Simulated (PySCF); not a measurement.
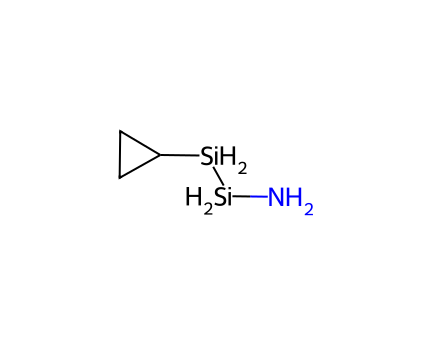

The computed structure is the end point of a GFN2-xTB optimisation. No frequency run is at hand to confirm it as a minimum. Level of theory: PBE0/pcSseg-1, gas phase (PySCF 2.14.0).

What does the calculation give?

The species is C₃H₁₁NSi₂ (`N[SiH2][SiH2]C1CC1`).
- dipole moment: 1.02 D
- HOMO energy (Kohn–Sham orbital): −7.23 eV
- LUMO energy (Kohn–Sham orbital): −0.22 eV
- HOMO–LUMO gap: 7.01 eV

The geometry is semi-empirical. Around Si such bond lengths and angles can be off by a tenth of an ångström or more and by several degrees, and values that hang on the shape move with them.
